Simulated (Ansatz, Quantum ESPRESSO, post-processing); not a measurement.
# Screening and band shifts of 1T-TiO2, 2 layers, AB stacking, part 5 of 6

How does 1T-TiO2, 2 layers, AB stacking respond to a gate-like field without added charge?

Quantum ESPRESSO 7.5; plane-wave DFT, PBE, GBRV ultrasoft pseudopotentials; geometry and cross-check by Ansatz 0.2.0 with PAW datasets.

So far. Step 11 (Ground state: field -0.2 V/Å): The dipole goes from -0.0000 to -0.0514 e Å, 0.2571 e Å per V/Å. Step 12 (Potential by pp.x): The slope in the vacuum is -0.200 eV/Å for an applied -0.20 V/Å, as it should be.

## 13. Bands along a path: field -0.2 V/Å

File f3.bands.in:

```
&control
  prefix = 'f3.bands'
  outdir = './out'
  pseudo_dir = './pseudo'
  calculation = 'bands'
  tefield = .true.
  dipfield = .true.
/
&system
  ibrav = 0
  nat = 6
  ntyp = 2
  ecutwfc = 40
  ecutrho = 200
  occupations = 'smearing'
  smearing = 'fd'
  degauss = 0.004
  edir = 3
  emaxpos = 0.97
  eopreg = 0.04
  eamp = -0.00388938
  nbnd = 30
/
&electrons
  conv_thr = 1e-07
  mixing_beta = 0.4
  electron_maxstep = 120
  mixing_mode = 'local-TF'
/
ATOMIC_SPECIES
  O   15.9990  o_pbe_v1.2.uspp.F.UPF
  Ti  47.8670  ti_pbe_v1.4.uspp.F.UPF
CELL_PARAMETERS angstrom
  2.97868159355487 0.00000000000000 -0.00000000000000
  -1.48934079677743 2.57961392980363 -0.00000000000000
  -0.00000000000000 -0.00000000000000 25.22238424610000
ATOMIC_POSITIONS crystal
  O   0.666666666667 0.333333333333 0.372536521195
  Ti  0.000000000000 0.000000000000 0.410959576674
  O   0.333333333333 0.666666666667 0.449108319241
  O   -0.000000000000 -0.000000000000 0.550891685794
  Ti  0.333333333333 0.666666666667 0.589040409055
  O   0.666666666667 0.333333333333 0.627463488042
K_POINTS crystal_b
4
  0.0000000000 0.0000000000 0.0000000000 14
  0.5000000000 0.0000000000 0.0000000000 14
  0.3333333333 0.3333333333 0.0000000000 14
  0.0000000000 0.0000000000 0.0000000000 1
```

Started as:

```sh
$ cp -r out/f3.save out/f3.bands.save
$ cp out/f3.xml out/f3.bands.xml
$ OMP_NUM_THREADS=1 mpirun -n 4 pw.x -nk 4 -in f3.bands.in > f3.bands.out
```

Numbers of over 12 decimals in the logs are rounded to 6 here.

What it wrote:

```text
[banner, memory and clock lines left out]
Program PWSCF v.7.5 starts
[citation notice left out]

[...]
bravais-lattice index     =            0
     lattice parameter (alat)  =       5.6289  a.u.
     unit-cell volume          =    1307.8608 (a.u.)^3
     number of atoms/cell      =            6
     number of atomic types    =            2
     number of electrons       =        48.00
     number of Kohn-Sham states=           30
     kinetic-energy cutoff     =      40.0000  Ry
     charge density cutoff     =     200.0000  Ry
     Exchange-correlation=  SLA  PW   PBX  PBC
                           (   1   4   3   4   0   0   0)

[...]
PseudoPot. # 1 for O  read from file:
     ./pseudo/o_pbe_v1.2.uspp.F.UPF
     Pseudo is Ultrasoft + core correction, Zval =  6.0
     Generated by new atomic code, or converted to UPF format
     Using radial grid of  737 points,  5 beta functions with:
                l(1) =   0
                l(2) =   0
                l(3) =   1
                l(4) =   1
                l(5) =   2
     Q(r) pseudized with  8 coefficients,  rinner =    0.900   0.900   0.900
                                                       0.900   0.900

     PseudoPot. # 2 for Ti read from file:
     ./pseudo/ti_pbe_v1.4.uspp.F.UPF
     Pseudo is Ultrasoft + core correction, Zval = 12.0
     Generated by new atomic code, or converted to UPF format
     Using radial grid of  851 points,  6 beta functions with:
                l(1) =   0
                l(2) =   0
                l(3) =   1
                l(4) =   1
                l(5) =   2
                l(6) =   2
     Q(r) pseudized with  6 coefficients,  rinner =    1.000   1.000   1.000
                                                       1.000   1.000

     atomic species   valence    mass     pseudopotential
     O                 6.00    15.99900     O ( 1.00)
     Ti               12.00    47.86700     Ti( 1.00)

     No symmetry found

[...]
number of k points=    43  Fermi-Dirac smearing, width (Ry)=  0.0040
[...]
Dense  grid:    62531 G-vectors     FFT dimensions: (  25,  25, 216)

     Smooth grid:    44783 G-vectors     FFT dimensions: (  24,  24, 192)

     Check: negative core charge=   -0.000003

     The potential is recalculated from file :
     ./out/f3.bands.save/charge-density

     negative rho (up, down):  6.948E-03 0.000E+00

     Adding external electric field

     Computed dipole along edir(3) :
        Dipole               -0.0972 Ry au,         -0.2470 Debye
        Dipole field         -0.0009 Ry au,

        E field amplitude [Ha a.u.]: -3.8894E-03
        Potential amp.       -0.2705 Ry
        Total length         45.7569 bohr

     Starting wfcs are   36 randomized atomic wfcs

     Band Structure Calculation
     Davidson diagonalization with overlap

     ethr =  2.08E-10,  avg # of iterations = 20.9

     End of band structure calculation

          k = 0.0000 0.0000 0.0000 (  5603 PWs)   bands (ev):

   -59.4024 -59.1105 -35.6804 -35.3914 -35.3914 -35.3884 -35.0995 -35.0995
   -20.5356 -20.2295 -18.7460 -18.4265  -6.9910  -6.7500  -6.7500  -6.4575
    -6.4575  -6.3542  -3.9856  -3.2996  -3.2996  -3.1805  -3.0033  -3.0033
    -0.3757  -0.3757  -0.0836  -0.0836   1.3354   1.6394

          k = 0.0357 0.0206 0.0000 (  5609 PWs)   bands (ev):

   -59.4015 -59.1096 -35.6787 -35.3994 -35.3929 -35.3868 -35.1074 -35.1010
   -20.5182 -20.2122 -18.7547 -18.4356  -6.9763  -6.7610  -6.7365  -6.4667
    -6.4439  -6.3321  -3.9506  -3.3731  -3.3305  -3.1653  -3.0631  -3.0340
    -0.3542  -0.3423  -0.0621  -0.0502   1.3308   1.6345

[...]
```

The job ended after 17 s (4 MPI ranks of Arm Neoverse V2, shared host; peak memory 0.33 GiB; 67 s of CPU time).

Numbers from this step:

| Quantity | Value |
| --- | --- |
| valence top, on the run's zero | -2.788 eV |
| conduction bottom, on the run's zero | -0.3757 eV |
| gap by band count | 2.413 eV |

Band numbers count within the set of bands kept for display. The electronic bands at the labelled points (eV, zero at the highest filled level of the SCF mesh; v1 is the highest filled band, c1 the lowest empty one):

| point | v4 | v3 | v2 | v1 | c1 | c2 | c3 | c4 |
| --- | --- | --- | --- | --- | --- | --- | --- | --- |
| Γ | -0.50 | -0.39 | -0.21 | -0.21 | 2.42 | 2.42 | 2.71 | 2.71 |
| M | -1.53 | -1.22 | -1.00 | -0.65 | 2.63 | 2.98 | 3.47 | 3.55 |
| K | -1.67 | -1.44 | -1.24 | -1.05 | 2.64 | 2.93 | 3.70 | 3.72 |
| Γ | -0.50 | -0.39 | -0.21 | -0.21 | 2.42 | 2.42 | 2.71 | 2.71 |

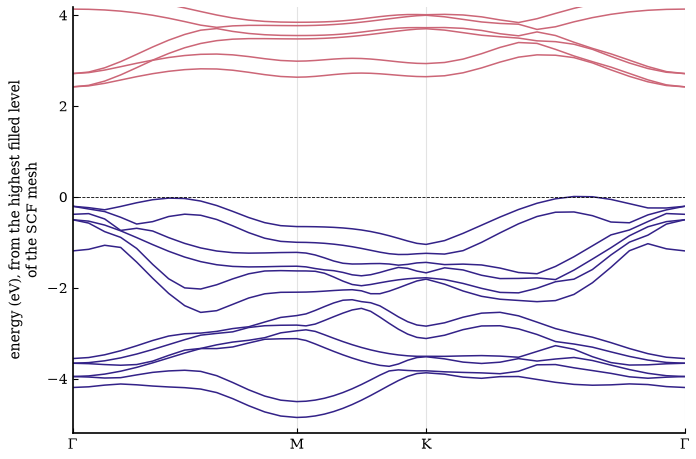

Electronic bands along the path; lines of filled and empty bands in two colours.

Upper empty bands that drop with the field can be states of the vacuum, held by the sawtooth; they depend on the cell's width.

Along this path the valence top lies between K and Γ and the conduction bottom at Γ.

## 14. Valence density

plot_num = 0 writes the valence density.

File f0.rho.in:

```
&inputpp
  prefix = 'f0'
  outdir = './out'
  filplot = 'f0.rho.dat'
  plot_num = 0
/
```

Started as:

```sh
$ OMP_NUM_THREADS=1 mpirun -n 4 pp.x -in f0.rho.in > f0.rho.out
```

What it wrote:

```text
[banner, memory and clock lines left out]
Program POST-PROC v.7.5 starts

          URL

     ./out/f0.save/

     IMPORTANT: XC functional enforced from input :
     Exchange-correlation= PBE
                           (   1   4   3   4   0   0   0)
     Any further DFT definition will be discarded
     Please, verify this is what you really want

     Check: negative core charge=   -0.000003

     negative rho (up, down):  6.949E-03 0.000E+00

     Adding external electric field

     Computed dipole along edir(3) :
        Dipole               -0.0000 Ry au,         -0.0000 Debye
        Dipole field         -0.0000 Ry au,

        Potential amp.        0.0000 Ry
        Total length         45.7569 bohr

     Calling punch_plot, plot_num =   0
     Writing data to file  f0.rho.dat
     Message from routine chdens:
     namelist plot not found or invalid, exiting
```

It took 0.85 s on 4 MPI ranks; peak memory 0.1 GiB; 3.1 s of CPU time.

Numbers from this step:

```
electrons by integration : 48.00 e
```

Mean over planes. The valence density, planar mean by z:

| z (Å) | valence density, planar mean (e/Å³) |
| --- | --- |
| 6 | 1.3e-5 |
| 7 | 3.2e-4 |
| 8 | 0.0124 |
| 9 | 0.514 |
| 10 | 1.22 |
| 11 | 0.938 |
| 12 | 0.199 |
| 13 | 0.0885 |
| 14 | 0.987 |
| 15 | 1.42 |
| 16 | 0.853 |
| 17 | 0.0287 |
| 18 | 7.2e-4 |
| 19 | 2.6e-5 |

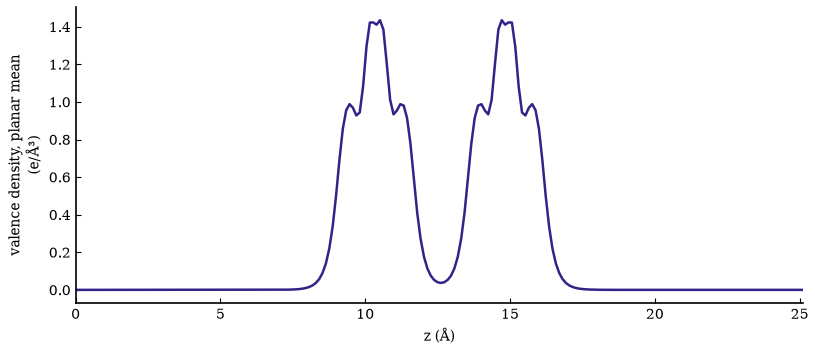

Valence density, planar mean, plotted against z.

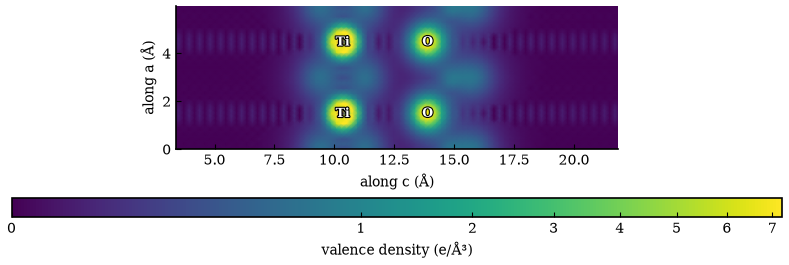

Valence density in the ca plane at fractional y = 0.000, with atoms of Ti and O within 0.2 Å of it. It is the smooth field of the valence electrons, not physical close to the nuclei. The map starts off the cell's origin, so that atoms lie inside it. The colour scale is stretched toward low values. The far vacuum is left out of the map.

The density integrates to 48.000 electrons, as the 48 of the input ask.

## 15. Valence density

File f2.rho.in:

```
&inputpp
  prefix = 'f2'
  outdir = './out'
  filplot = 'f2.rho.dat'
  plot_num = 0
/
```

Started as:

```sh
$ OMP_NUM_THREADS=1 mpirun -n 4 pp.x -in f2.rho.in > f2.rho.out
```

It took 0.85 s on 4 MPI ranks; peak memory 0.1 GiB; 3.1 s of CPU time.

## 16. Charge moved by a field of 0.2 V/Å

Numbers from this step:

```
largest charge moved across a plane : 0.001018 e/Å²
dipole step                         : -1.211 eV
```

The planar mean by z:

| z (Å) | planar mean (e/Å³) |
| --- | --- |
| 2.5 | 0 |
| 5.0 | 1.5e-7 |
| 7.5 | 8.9e-5 |
| 10.0 | 3.7e-5 |
| 12.5 | -1.3e-4 |
| 15.0 | -5.6e-5 |
| 17.5 | -1.4e-4 |
| 20.0 | -2.0e-7 |
| 22.5 | 0 |

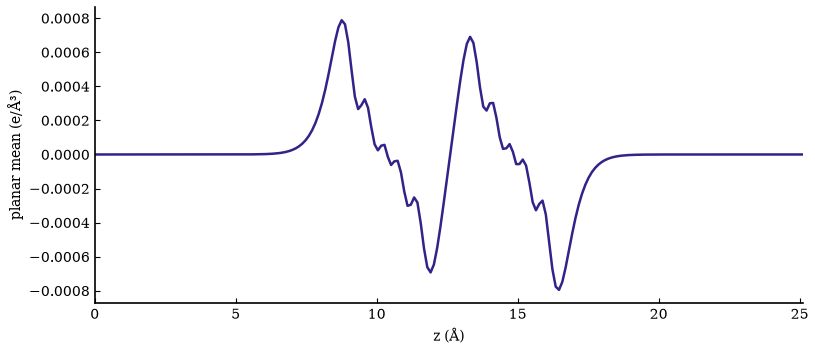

Planar mean, plotted against z.

Running integral, electrons below z against z:

| z (Å) | running integral, electrons below z (e/Å²) |
| --- | --- |
| 4 | 5.1e-9 |
| 6 | 9.0e-7 |
| 8 | 1.4e-4 |
| 10 | 0.00100 |
| 12 | 5.0e-4 |
| 14 | 9.2e-4 |
| 16 | 8.0e-4 |
| 18 | 1.4e-5 |
| 20 | 6.1e-8 |

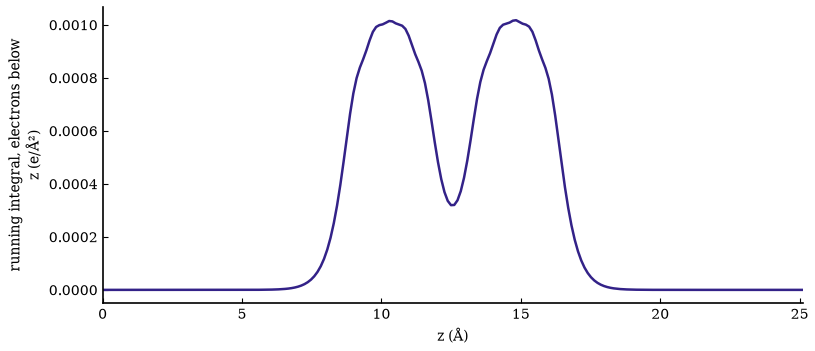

Running integral, electrons below z, plotted against z.

## 17. Polarisability from the dipole between 0 and 0.1 V/A

This step gave:

| Quantity | Value |
| --- | --- |
| change of slope in the vacuum | 0.10000 eV/Å |
| polarisability a cell | 3.699 Å³ |
| sheet polarisability 4πα/A | 6.050 Å |

The change of the potential energy, second field less first by z:

| z (Å) | change of the potential energy, second field less first (eV) |
| --- | --- |
| 0.0 | -0.479 |
| 2.5 | -0.708 |
| 5.0 | -0.458 |
| 7.5 | -0.209 |
| 10.0 | -0.0765 |
| 12.5 | -0.00789 |
| 15.0 | 0.0742 |
| 17.5 | 0.189 |
| 20.0 | 0.437 |
| 22.5 | 0.687 |
| 25.0 | -0.0787 |

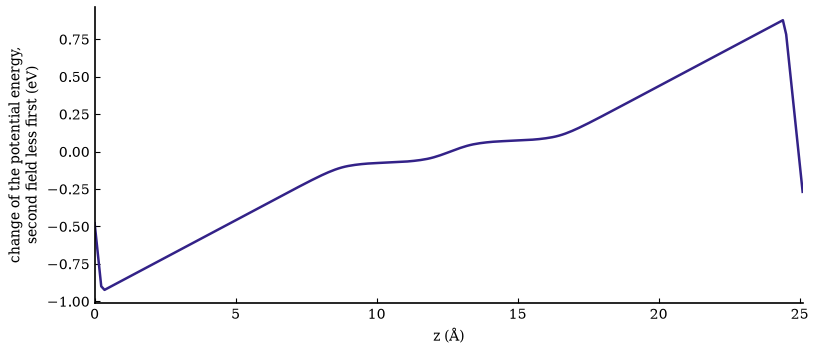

Change of the potential energy, second field less first against z.

## 18. Dipole against field

The dipole along the normal, dipole moment by applied field:

| applied field (V/Å) | dipole along the normal, dipole moment (e·Å) |
| --- | --- |
| -0.200 | -0.0514 |
| 0.000 | 0 |
| 0.100 | 0.0257 |
| 0.200 | 0.0514 |

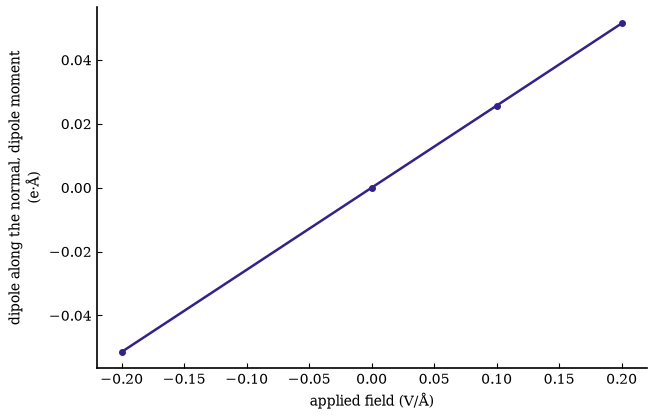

Dipole along the normal, dipole moment against applied field.

## 19. The same in Ansatz: field 0.1 V/Å

A second code with its own PAW datasets, on the same atoms.

Level of this step: plane-wave DFT, PBE, Ansatz PAW (Ansatz 0.2.0).

File input.yaml:

```yaml
crystal:
  lattice:
    - [2.9786815936, 0.0, 0.0]
    - [-1.4893407968, 2.5796139298, 0.0]
    - [0.0, 0.0, 25.2223842461]
  atoms:
    - { symbol: O, position: [0.6666666667, 0.3333333333, 0.3725365212] }
    - { symbol: Ti, position: [0.0, 0.0, 0.4109595767] }
    - { symbol: O, position: [0.3333333333, 0.6666666667, 0.4491083192] }
    - { symbol: O, position: [0.0, 0.0, 0.5508916858] }
    - { symbol: Ti, position: [0.3333333333, 0.6666666667, 0.5890404091] }
    - { symbol: O, position: [0.6666666667, 0.3333333333, 0.627463488] }
kpoints:
  mp_grid: { grid: [12, 12, 1] }
hamiltonian:
  xc: pbe
scf:
  occupations: { method: fermi_dirac, width: 0.054 }
  convergence: { dr2_threshold: 1.0e-09 }
efield:
  axis: 3
  dipole_correction: true
  ramp_position: 0.97
  ramp_width: 0.04
  amplitude: 0.1
output:
  write_potential: true
  write_density: true
  volumetric_format: npy
```

Started as:

```sh
$ ansatz run input.yaml --threads 4 --pin off --max-ram 8192MiB --backend cpu --events-out ev --progress --plain --runs-dir out
```

What it wrote:

```text
[...]
Crystal: 6 atoms, lattice volume = 193.805 Å³
Basis set: ecut = 420 eV, 3709 PW (Γ)
Bands: 30, of which v1, the nominal top of the filled ones, is band 24 counted from 1 (23 counted from 0)
Symmetry: 6 space group operations
k-points: 19 of 144 (time reversal used)
[...]
SCF iter   1: F=—  HF=-7285.529390 eV  |F-HF|=—  |Δ(HF+E_count)|=         —  Δρ=1.32e-1  dr2=3.62e1  ethr=3.10e-3  p=0.036 e·Å  D=3.34e-2 V/Å  ΔV_dip=-0.84 eV  dr2_dipole=4.71e-4  V_vac-E_F(+/−)=10.19/8.83 eV  ⟨swp⟩=6.8  Hψ=2597  notcnv=0
[...]
SCF iter  17: F=-7276.601232 eV  HF=-7276.601232 eV  |F-HF|=2.06e-10  |Δ(HF+E_count)|=  7.02e-10  Δρ=3.02e-7  dr2=2.70e-10  ethr=2.08e-12  p=0.026 e·Å  D=2.40e-2 V/Å  ΔV_dip=-0.60 eV  dr2_dipole=3.12e-12  V_vac-E_F(+/−)=7.70/6.10 eV  ⟨swp⟩=9.0  Hψ=1975  notcnv=0
SCF 1 converged in 17 iterations: F = -7276.601232 eV  dr2 = 2.70e-10
[...]
SCF converged after 17 iterations
Free energy (F): -7276.601232 eV
[...]
Internal energy: -7276.601232 eV  (E = F + TS)
E sigma→0 (E₀):  -7276.601232 eV
Fermi energy:    -1.462734 eV
Dipole field:    D = 0.023980 V/Å  (p = 0.025683 e·Å, saw-weighted, corrected)
Work function:   not extracted (applied field tilts the vacuum); planar V_es + V_field profile in the machine report
[...]
--- Band table (eV; the first three rows and the last of 19) ---
  k-point 0: bands = [... 20 lower, -3.1617, -3.1343, -3.0090, -3.0090, -0.2404, -0.2404, -0.0941, -0.0941, ... 2 higher]
  k-point 1: bands = [... 20 lower, -3.3653, -3.3185, -3.1638, -3.0167, -0.1395, -0.0720, 0.0072, 0.0748, ... 2 higher]
  k-point 2: bands = [... 20 lower, -3.6602, -3.5019, -3.2925, -2.8461, 0.0264, 0.1821, 0.2913, 0.4384, ... 2 higher]
  k-point 18: bands = [... 20 lower, -4.4259, -4.2615, -3.9427, -3.8395, -0.0151, 0.1296, 1.0392, 1.0595, ... 2 higher]
```

The job ended after 4.6 s (4 threads; peak memory 0.47 GiB).

Read from the output:

| Property | Result |
| --- | --- |
| free energy | -7276.6012 eV |
| Fermi energy | -1.463 eV |
| gap by band count | 2.536 eV |
| dipole along the normal | 0.02568 e·Å |

At 0.1 V/Å Ansatz's dipole is 0.0257 e Å against 0.0257 from pw.x.

## 20. The same in Ansatz: field -0.1 V/Å

input.yaml, as its differences from the input of step 19:

```diff
@@ -24,3 +24,3 @@
   ramp_width: 0.04
-  amplitude: 0.1
+  amplitude: -0.1
 output:
```

What it wrote:

```text
[...]
Crystal: 6 atoms, lattice volume = 193.805 Å³
Basis set: ecut = 420 eV, 3709 PW (Γ)
Bands: 30, of which v1, the nominal top of the filled ones, is band 24 counted from 1 (23 counted from 0)
Symmetry: 6 space group operations
k-points: 19 of 144 (time reversal used)
[...]
k-point 0: bands = [... 20 lower, -3.2001, -3.1727, -3.0474, -3.0474, -0.2787, -0.2787, -0.1325, -0.1325, ... 2 higher]
  k-point 1: bands = [... 20 lower, -3.4037, -3.3569, -3.2022, -3.0551, -0.1778, -0.1103, -0.0312, 0.0364, ... 2 higher]
  k-point 2: bands = [... 20 lower, -3.6985, -3.5403, -3.3308, -2.8845, -0.0119, 0.1437, 0.2529, 0.4000, ... 2 higher]
  k-point 18: bands = [... 20 lower, -4.4643, -4.2999, -3.9810, -3.8779, -0.0534, 0.0913, 1.0009, 1.0212, ... 2 higher]
[key lines of the parts left out:]
SCF converged after 17 iterations
Free energy (F): -7276.601232 eV
Fermi energy:    -1.501092 eV
Dipole field:    D = -0.023967 V/Å  (p = -0.025670 e·Å, saw-weighted, corrected)
```

The job ended after 4.7 s (4 threads; peak memory 0.48 GiB).

Read from the output:

```
Fermi energy            : -1.501 eV
dipole along the normal : -0.02567 e·Å
```

## 21. Dipole against field, Ansatz

Dipole along the normal, dipole moment against applied field:

| applied field (V/Å) | dipole along the normal, dipole moment (e·Å) |
| --- | --- |
| -0.1000 | -0.0257 |
| 0.0000 | -3.0e-5 |
| 0.1000 | 0.0257 |

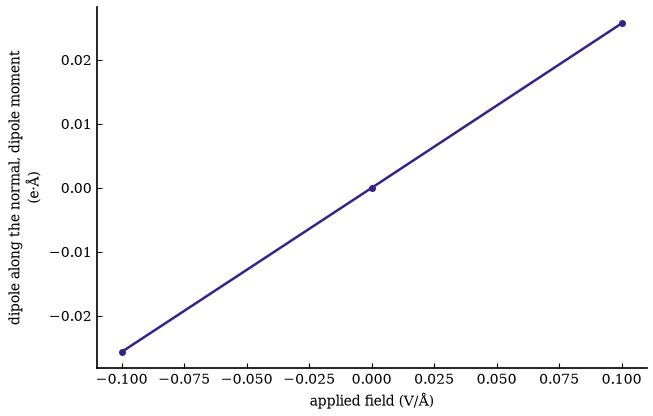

Dipole along the normal, dipole moment against applied field.

[end of part 5 of 6]

[Logs are printed without paths, hosts, clocks, repeated set-up lines and the standing remarks that a program may print on its own settings, such as how far it seeks lower states.]

[Hosts, paths, dates, database ids (printed as entryN), source tags and the programs' standing remarks are cut or masked in the printed files.]

[Maps of the electrostatic potential energy from Ansatz leave out the sawtooth potential of an applied field or a dipole correction, so their vacuum need not be flat; planar profiles and work functions include it.]
